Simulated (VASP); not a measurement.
Band structure of LaO (relaxed from the NiAs type structure, space group P6_3/mmc). Calculation: PBEsol GGA, VASP's PBE PAW potentials (set 64) (plane waves; VASP 6.6.1).

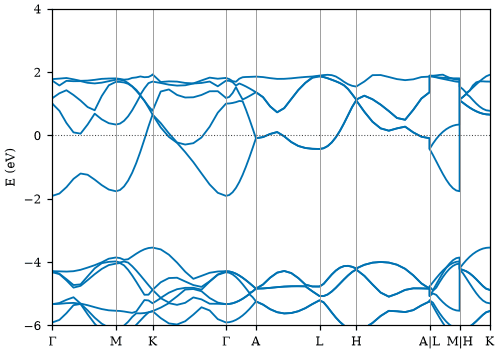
*Bands along high-symmetry lines, zero at the valence-band maximum or, without a gap, the Fermi level*

Problem. Read the plot: is there a gap, and where are the band edges?

Solution. It has no gap at this level: it comes out as a metal or semimetal. (Edges off the drawn lines would not show.)

The structure was generated: LaO was put into the NiAs type type (P6_3/mmc), which need not be its known phase. It was relaxed first, which changed the volume by -32 %.
